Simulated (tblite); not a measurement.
## Run report: C$_{11}$H$_{14}$SSi, geometry relaxation (part 1 of 2)

- system: C$_{11}$H$_{14}$SSi, SMILES C[Si](C)(C)c1csc2ccccc12
- method: GFN2-xTB geometry optimisation, gas phase (tblite 0.8.0)

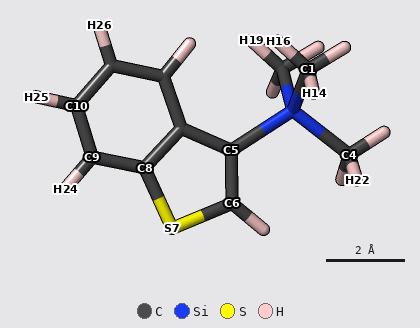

*The structure as given in the input (stick view, seen at a tilt; atoms are numbered from 1 in the order of the input).*

Bond lengths as drawn: C–C 1.37 to 1.43 Å, C–H 1.07 to 1.11 Å, C–S 1.71 to 1.72 Å and C–Si 1.87 to 1.92 Å.

### Key numbers

```tsv
quantity	value
outcome	converged
total energy	−969.8859 eV
hardware	1 CPU thread, shared host
wall time	0.61 s
peak memory	1 GiB
```

### Input file
```
{"job": {"xc": "GFN2-xTB", "basis": "xTB", "kind": "relax"}, "charge": 0, "multiplicity": 1}
C     -1.941900     0.509200    -1.718700
Si    -1.716400     0.034200     0.072200
C     -1.782100     1.562900     1.162600
C     -3.121700    -1.107800     0.571000
C     -0.026600    -0.838600     0.313700
C      0.053100    -2.127100     0.771700
S      1.677100    -2.648900     0.873700
C      2.288500    -1.142800     0.296700
C      3.643600    -0.818500     0.096800
C      3.962200     0.450500    -0.382400
C      2.966800     1.370100    -0.670700
C      1.621100     1.036100    -0.471000
C      1.244900    -0.239000     0.027100
H     -1.884700    -0.369500    -2.366600
H     -2.934900     0.982600    -1.860800
H     -1.190800     1.228200    -2.027000
H     -1.634700     1.311400     2.214200
H     -2.770900     2.042300     1.067000
H     -1.027900     2.295800     0.874000
H     -4.078900    -0.611300     0.454900
H     -3.032300    -1.403100     1.633600
H     -3.122100    -2.017200    -0.034300
H     -0.729000    -2.794500     1.078600
H      4.413300    -1.544100     0.316300
H      5.011000     0.719900    -0.537900
H      3.221600     2.356600    -1.039000
H      0.871600     1.789200    -0.703700
```

The first line tells a small driver script what to run in tblite; the rest is the geometry in Å.

Command:
```bash
OMP_NUM_THREADS=1 python <driver script> task.json out
```

### Output
```
step      E/eV     max force
  0    -969.67492    1.314
  1    -969.78314    0.583
  2    -969.80844    0.446
  3    -969.83088    0.351
  4    -969.85600    0.305
  5    -969.86383    0.193
  6    -969.86876    0.150
  7    -969.87206    0.145
  8    -969.87522    0.141
  9    -969.87704    0.087
 10    -969.87810    0.062
 11    -969.87890    0.078
 12    -969.87964    0.071
 13    -969.88027    0.045
 14    -969.88080    0.043
 15    -969.88126    0.066
 16    -969.88170    0.064
 17    -969.88211    0.046
 18    -969.88254    0.045
 19    -969.88301    0.069
 20    -969.88353    0.086
 21    -969.88399    0.067
 22    -969.88431    0.049
 23    -969.88450    0.036
 24    -969.88450    0.036
 25    -969.88459    0.032
 26    -969.88482    0.037
 27    -969.88489    0.030
 28    -969.88501    0.025
 29    -969.88507    0.020
 30    -969.88512    0.014
 31    -969.88516    0.013
 32    -969.88519    0.016
 33    -969.88524    0.018
 34    -969.88529    0.020
 35    -969.88534    0.021
 36    -969.88538    0.014
 37    -969.88542    0.020
 38    -969.88548    0.023
 39    -969.88555    0.022
 40    -969.88562    0.019
 41    -969.88568    0.020
 42    -969.88572    0.022
 43    -969.88576    0.021
 44    -969.88580    0.013
 45    -969.88582    0.009
 46    -969.88583    0.007
 47    -969.88584    0.007
 48    -969.88585    0.009
 49    -969.88586    0.006
 50    -969.88586    0.003
```

### Trajectory as extended XYZ (Å, eV, eV/Å), 12 frames, from step=0 to step=50
```
27
Properties=species:S:1:pos:R:3:forces:R:3 step=0 energy=-969.67492
C    -1.9419    0.5092   -1.7187   -0.6400   0.2990  -0.7620
Si   -1.7164    0.0342    0.0722    0.8770  -0.4680   0.4350
C    -1.7821    1.5629    1.1626   -0.3450   0.6420   0.2960
C    -3.1217   -1.1078    0.5710   -0.1500  -0.6370   0.6320
C    -0.0266   -0.8386    0.3137   -1.1320   0.1210  -0.0170
C     0.0531   -2.1271    0.7717    0.2200   1.2360  -0.3880
S     1.6771   -2.6489    0.8737    0.6940  -0.8950   0.2980
C     2.2885   -1.1428    0.2967    0.9690   0.3440  -0.2080
C     3.6436   -0.8185    0.0968   -0.5590   0.3810  -0.0830
C     3.9622    0.4505   -0.3824    0.4430  -0.7040   0.2020
C     2.9668    1.3701   -0.6707   -1.2370  -0.2730   0.2350
C     1.6211    1.0361   -0.4710    0.2410  -0.1200   0.0680
C     1.2449   -0.2390    0.0271    0.4220   0.4390  -0.2610
H    -1.8847   -0.3695   -2.3666   -0.0140   0.3170   0.0240
H    -2.9349    0.9826   -1.8608    0.6120  -0.3110  -0.0470
H    -1.1908    1.2282   -2.0270   -0.0230  -0.0560  -0.1780
H    -1.6347    1.3114    2.2142   -0.0040   0.1360  -0.1760
H    -2.7709    2.0423    1.0670    0.4800  -0.1240   0.1200
H    -1.0279    2.2958    0.8740   -0.1460  -0.0760   0.1540
H    -4.0789   -0.6113    0.4549   -0.0350  -0.0870  -0.0290
H    -3.0323   -1.4031    1.6336   -0.1040   0.0900  -0.6030
H    -3.1221   -2.0172   -0.0343   -0.1200   0.1730   0.1850
H    -0.7290   -2.7945    1.0786    0.0340   0.1480  -0.1000
H     4.4133   -1.5441    0.3163   -0.0620   0.0490  -0.0090
H     5.0110    0.7199   -0.5379   -0.4140  -0.1480   0.0730
H     3.2216    2.3566   -1.0390   -0.0560  -0.1590   0.0350
H     0.8716    1.7892   -0.7037    0.0500  -0.3180   0.1050
27
Properties=species:S:1:pos:R:3:forces:R:3 step=4 energy=-969.85600
C    -1.9477    0.5166   -1.7342    0.0220  -0.0090   0.0170
Si   -1.7022    0.0286    0.0858   -0.0530   0.0870  -0.1010
C    -1.7863    1.5807    1.1735    0.0080  -0.0240  -0.0120
C    -3.1251   -1.1240    0.5851    0.0660   0.0090  -0.0060
C    -0.0312   -0.8107    0.3013    0.0220  -0.2080   0.0770
C     0.0822   -2.0805    0.7610    0.2140  -0.0420   0.0030
S     1.7136   -2.6738    0.8824   -0.1570   0.2520  -0.0680
C     2.3064   -1.1411    0.2917    0.0780  -0.1390   0.0310
C     3.6399   -0.8135    0.0968   -0.1380  -0.0960   0.0300
C     3.9519    0.4395   -0.3799    0.0700  -0.1240   0.0620
C     2.9386    1.3477   -0.6546   -0.1500   0.0550  -0.0210
C     1.6111    1.0222   -0.4620    0.0960   0.0250  -0.0230
C     1.2579   -0.2410    0.0199    0.1170   0.0000   0.0000
H    -1.8878   -0.3501   -2.3812    0.0080  -0.0260  -0.0990
H    -2.9201    0.9736   -1.8754   -0.0410   0.0360  -0.0590
H    -1.1943    1.2259   -2.0520    0.0320   0.0470  -0.1090
H    -1.6344    1.3279    2.2145    0.0160   0.0560   0.1370
H    -2.7575    2.0494    1.0774   -0.0600   0.0990   0.0430
H    -1.0335    2.3033    0.8889    0.0570   0.1170   0.0370
H    -4.0772   -0.6237    0.4545   -0.0650   0.0020   0.0050
H    -3.0431   -1.4138    1.6242   -0.0410  -0.0890   0.0970
H    -3.1366   -2.0196   -0.0221   -0.0350  -0.1150  -0.0110
H    -0.7020   -2.7536    1.0568    0.0240   0.1180  -0.0550
H     4.4036   -1.5368    0.3150    0.1440  -0.1030   0.0370
H     4.9845    0.7090   -0.5332    0.0310   0.0420  -0.0260
H     3.2059    2.3234   -1.0285   -0.0580   0.0750  -0.0200
H     0.8637    1.7610   -0.6936   -0.2070  -0.0430   0.0330
27
Properties=species:S:1:pos:R:3:forces:R:3 step=9 energy=-969.87704
C    -1.9452    0.5200   -1.7480    0.0130  -0.0030   0.0110
Si   -1.7009    0.0351    0.0800   -0.0300   0.0200   0.0240
C    -1.7848    1.5907    1.1815    0.0090   0.0000  -0.0040
C    -3.1231   -1.1318    0.5884    0.0190   0.0080  -0.0120
C    -0.0236   -0.8115    0.3007    0.0000   0.0490  -0.0200
C     0.0981   -2.0776    0.7601   -0.0860  -0.0110   0.0010
S     1.7159   -2.6689    0.8836    0.0110  -0.0530   0.0200
C     2.3140   -1.1493    0.2914    0.0310  -0.0100   0.0120
C     3.6475   -0.8274    0.0998    0.0330   0.0770  -0.0240
C     3.9489    0.4316   -0.3748   -0.0180   0.0420  -0.0320
C     2.9326    1.3462   -0.6542    0.0000   0.0120  -0.0050
C     1.6069    1.0212   -0.4624   -0.0180  -0.0470   0.0180
C     1.2679   -0.2450    0.0201    0.0180  -0.0140  -0.0020
H    -1.8870   -0.3466   -2.3996    0.0020   0.0120  -0.0120
H    -2.9198    0.9772   -1.8904    0.0140   0.0070  -0.0350
H    -1.1937    1.2304   -2.0772   -0.0140  -0.0030  -0.0360
H    -1.6330    1.3444    2.2288   -0.0020   0.0200  -0.0210
H    -2.7570    2.0667    1.0897    0.0290   0.0170   0.0250
H    -1.0312    2.3208    0.9029   -0.0150   0.0090   0.0320
H    -4.0791   -0.6315    0.4574    0.0280  -0.0270   0.0120
H    -3.0522   -1.4293    1.6305    0.0150   0.0030  -0.0250
H    -3.1444   -2.0337   -0.0161    0.0190   0.0120   0.0160
H    -0.6979   -2.7334    1.0462   -0.0530  -0.0640   0.0260
H     4.4203   -1.5489    0.3201   -0.0160   0.0310  -0.0100
H     4.9794    0.7113   -0.5352   -0.0030   0.0100   0.0010
H     3.1919    2.3273   -1.0286    0.0000  -0.0460   0.0210
H     0.8296    1.7386   -0.6825    0.0180  -0.0530   0.0200
27
Properties=species:S:1:pos:R:3:forces:R:3 step=13 energy=-969.88027
C    -1.9437    0.5211   -1.7514   -0.0030   0.0120  -0.0190
Si   -1.7022    0.0401    0.0800    0.0330   0.0070  -0.0200
C    -1.7835    1.5945    1.1833    0.0000   0.0230   0.0110
C    -3.1191   -1.1326    0.5879    0.0070   0.0020   0.0040
C    -0.0241   -0.8113    0.3003   -0.0230  -0.0360   0.0110
C     0.0891   -2.0794    0.7598    0.0260  -0.0150   0.0070
S     1.7123   -2.6728    0.8862   -0.0300   0.0020   0.0000
C     2.3193   -1.1533    0.2938   -0.0390  -0.0120   0.0060
C     3.6513   -0.8229    0.0983   -0.0400  -0.0190   0.0080
C     3.9485    0.4363   -0.3786    0.0010  -0.0310   0.0150
C     2.9293    1.3467   -0.6549   -0.0010  -0.0100   0.0030
C     1.6060    1.0148   -0.4606   -0.0050  -0.0180   0.0080
C     1.2715   -0.2514    0.0217   -0.0340  -0.0110   0.0080
H    -1.8860   -0.3448   -2.4045    0.0030  -0.0060   0.0150
H    -2.9171    0.9794   -1.8998   -0.0010  -0.0010  -0.0100
H    -1.1952    1.2310   -2.0883    0.0120   0.0000  -0.0010
H    -1.6326    1.3502    2.2302    0.0080  -0.0190   0.0120
H    -2.7534    2.0745    1.0966   -0.0130   0.0140   0.0000
H    -1.0315    2.3272    0.9106    0.0200   0.0120  -0.0050
H    -4.0765   -0.6367    0.4599   -0.0090   0.0010  -0.0050
H    -3.0498   -1.4319    1.6288    0.0380   0.0090   0.0100
H    -3.1409   -2.0356   -0.0138    0.0340   0.0040  -0.0180
H    -0.7062   -2.7398    1.0484    0.0220   0.0220  -0.0120
H     4.4232   -1.5447    0.3189    0.0180   0.0370  -0.0130
H     4.9791    0.7160   -0.5367   -0.0050   0.0240  -0.0120
H     3.1892    2.3264   -1.0272   -0.0180   0.0180  -0.0060
H     0.8232    1.7253   -0.6768   -0.0010  -0.0060   0.0020
27
Properties=species:S:1:pos:R:3:forces:R:3 step=18 energy=-969.88254
C    -1.9420    0.5250   -1.7577    0.0090  -0.0050   0.0180
Si   -1.6998    0.0484    0.0767   -0.0170   0.0140   0.0020
C    -1.7813    1.6022    1.1864    0.0090  -0.0180  -0.0150
C    -3.1120   -1.1308    0.5871    0.0200   0.0150  -0.0090
C    -0.0295   -0.8172    0.3016    0.0150   0.0070   0.0020
C     0.0857   -2.0846    0.7614   -0.0110  -0.0040   0.0010
S     1.7070   -2.6797    0.8894    0.0030   0.0290  -0.0110
C     2.3145   -1.1595    0.2969    0.0370  -0.0050  -0.0030
C     3.6459   -0.8235    0.0991    0.0130   0.0050  -0.0010
C     3.9442    0.4355   -0.3785   -0.0250   0.0110  -0.0010
C     2.9241    1.3442   -0.6543   -0.0440   0.0060   0.0050
C     1.6025    1.0069   -0.4575   -0.0230   0.0110  -0.0020
C     1.2662   -0.2585    0.0246    0.0290  -0.0040  -0.0020
H    -1.8840   -0.3462   -2.4036    0.0060  -0.0010   0.0070
H    -2.9158    0.9814   -1.9103    0.0100   0.0020  -0.0010
H    -1.1919    1.2319   -2.0977    0.0010  -0.0030  -0.0010
H    -1.6300    1.3492    2.2321    0.0030   0.0010  -0.0140
H    -2.7516    2.0838    1.1023    0.0190  -0.0030   0.0020
H    -1.0272    2.3349    0.9165   -0.0030  -0.0030   0.0080
H    -4.0739   -0.6424    0.4609    0.0110  -0.0090   0.0050
H    -3.0346   -1.4297    1.6281    0.0180   0.0100  -0.0120
H    -3.1260   -2.0332   -0.0166    0.0220   0.0130   0.0000
H    -0.7102   -2.7428    1.0484   -0.0100  -0.0170   0.0050
H     4.4297   -1.5327    0.3152   -0.0180  -0.0340   0.0140
H     4.9732    0.7232   -0.5400   -0.0270  -0.0320   0.0110
H     3.1788    2.3264   -1.0262   -0.0210  -0.0150   0.0030
H     0.8178    1.7142   -0.6723   -0.0240   0.0280  -0.0100
```
